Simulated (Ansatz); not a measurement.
**AlF$_{2}$H···H$_{2}$O: density, localisation and related maps**

```yaml
atoms:
  - { symbol: Al, position_ang: [0.1140, 0.3542, -0.1314] }
  - { symbol: H, position_ang: [0.0742, 0.1187, 1.4107] }
  - { symbol: F, position_ang: [1.4820, 0.8285, -0.9027] }
  - { symbol: F, position_ang: [-1.2678, 0.2888, -1.0172] }
  - { symbol: O, position_ang: [0.0632, -2.4240, 0.8988] }
  - { symbol: H, position_ang: [-0.7289, -2.9466, 0.8844] }
  - { symbol: H, position_ang: [-0.0654, -1.7448, 1.5815] }
```

Not at a stationary point (largest force 1.5 eV/Å).

Level of theory: RHF/def2-SVP in Ansatz 0.2.0.

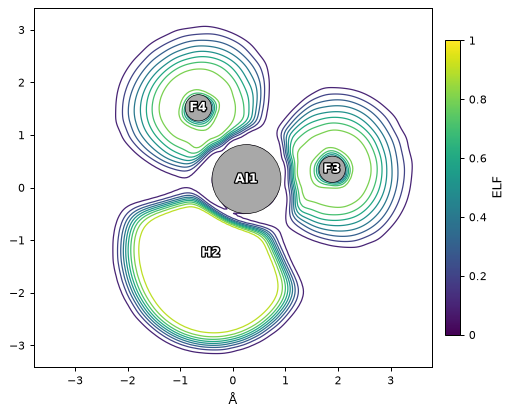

Figure 1. ELF on the plane of atoms H2, Al1 and F3. Grey discs cover the atomic cores.

Question: Describe what can be read from this map.

Answer:
- Atoms in the plane: Al, H and F.
- Al–F (1.64 Å): the ELF peaks at about 0.85 in the valence shell of F, 0.6 Å from its nucleus, and is about 0.30 at the midpoint.
- Al–H (1.56 Å): the ELF climbs to about 1 towards the hydrogen.
- The ELF also peaks beside F3 and F4, away from the bonds: lone-pair regions.

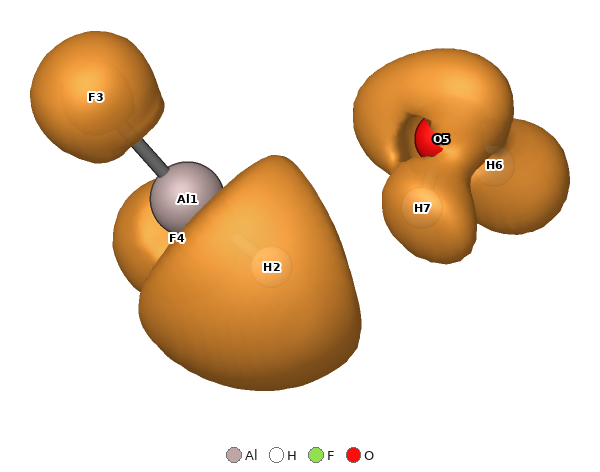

Figure 2. Isosurface of the ELF at 0.8 (orange), seen from one side. Only the valence region is drawn (cores and ρ < 0.01 e/Å³ removed).

Question: Describe the localisation domains.

Answer: At this value the surface marks out one region around a hydrogen nucleus, two regions wrapped around F (the valence shell of each) and one joined region spread over several atoms (H, O), in which their bonds and any lone pairs are merged. Profiles from the grid: H2···H7 (1.88 Å): the ELF dips to about 0.05 between them.

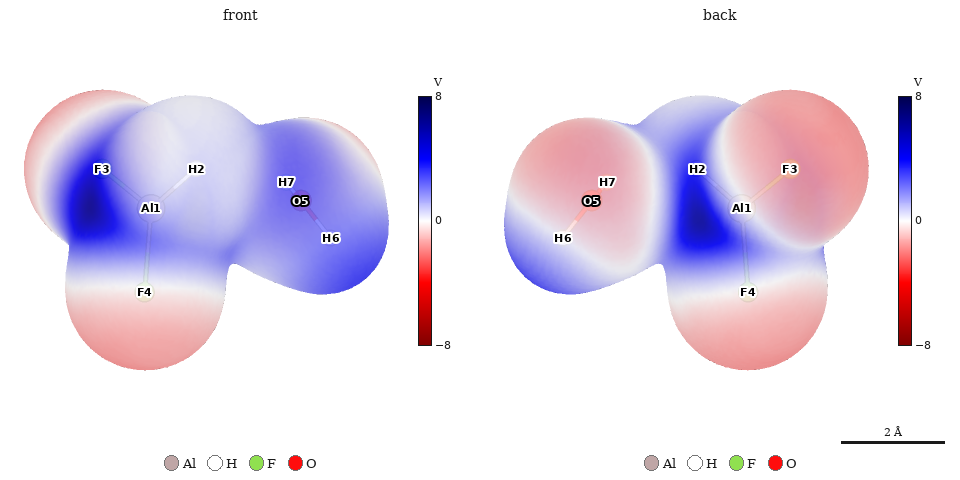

Figure 3. The electrostatic potential painted on the density surface at 0.002 e/bohr³, seen from the front and from behind; the colour scale runs from red (negative) to blue (positive).

Question: Describe the electrostatic potential map.

Answer: The most negative region (about −1.6 V) lies over F3 and F4, the most positive (about +5.9 V) over Al1.
